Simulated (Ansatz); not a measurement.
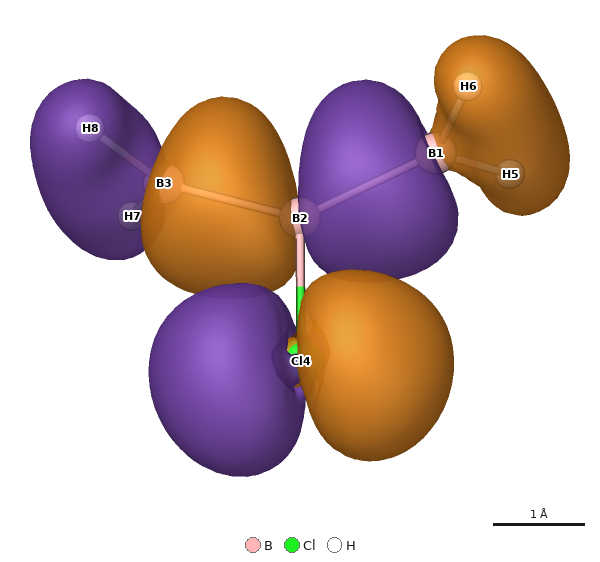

B$_{3}$ClH$_{4}$ (SMILES BB(B)Cl). One frontier orbital at ±0.08 Å⁻³ᐟ² (orange and purple are the two phases), seen at a tilt.

Computed with RKS PBE/def2-SVP (Ansatz 0.2.0).

```xyz
8

B    -0.3942    1.3835   -0.5849
B    -0.1927   -0.2264   -0.2140
B     0.6810   -1.0935    0.9059
Cl   -1.1637   -1.2871   -1.2987
H    -1.2876    2.0456   -0.0851
H     0.3094    1.9398   -1.4107
H     0.2089   -1.3954    1.9887
H     1.8047   -1.4988    0.6621
```

### Which orbital is it: HOMO or LUMO?

The HOMO, at −6.35 eV. It lies mainly on Cl4 (about 40 %), B2 (about 20 %), B1 (about 15 %) and B3 (about 15 %).
